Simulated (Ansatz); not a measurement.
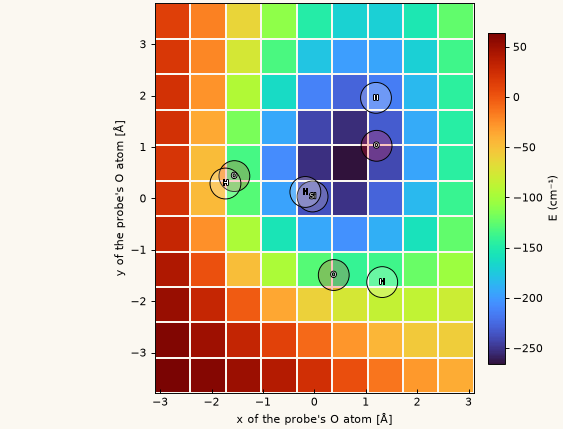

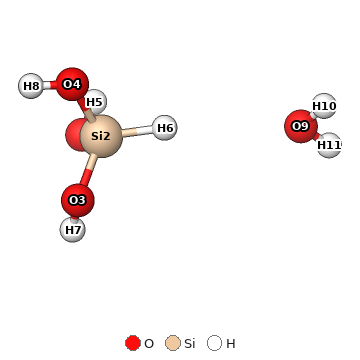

Energy landscape of H₄O₃Si (SMILES O[SiH](O)O) with the probe H2O. The probe is moved over a plane parallel to the molecule's main plane, 5.00 Å above it. First axis: x of the probe's O atom. Second axis: y of the probe's O atom. Nothing is relaxed (molecule and probe rigid, the probe upright with O nearest the plane). Grid: 9 × 11 points. Points are written as (first, second). Energies are in cm⁻¹, from molecule and probe far apart, each relaxed in its own basis (no counterpoise correction). Method: RKS PBE-D4/def2-SVPD (Ansatz).

Drawn: one coloured cell a grid point, labelled circles for the molecule's atoms, projected on the plane. The second picture is the structure at the lowest point.

Q: Describe this landscape.

A: The lowest grid point is at (0.69 Å, 0.69 Å), −266 cm⁻¹ from molecule and probe far apart, each relaxed in its own basis (no counterpoise correction). No other kind of well shows on this grid. The highest grid point, (−2.76 Å, −3.45 Å), lies 330 cm⁻¹ above the lowest. Near the minimum the curvatures are about 0.0073 and 0.011 eV/Å² along the soft and the stiff direction.

Each point was launched as `ansatz run input.yaml --threads 1 --pin off --max-ram 2560MiB --backend cpu --events-out ev --progress --plain --runs-dir out`. The whole map (99 points run) took 13 min on 1 thread of Arm Neoverse V1 (shared host).
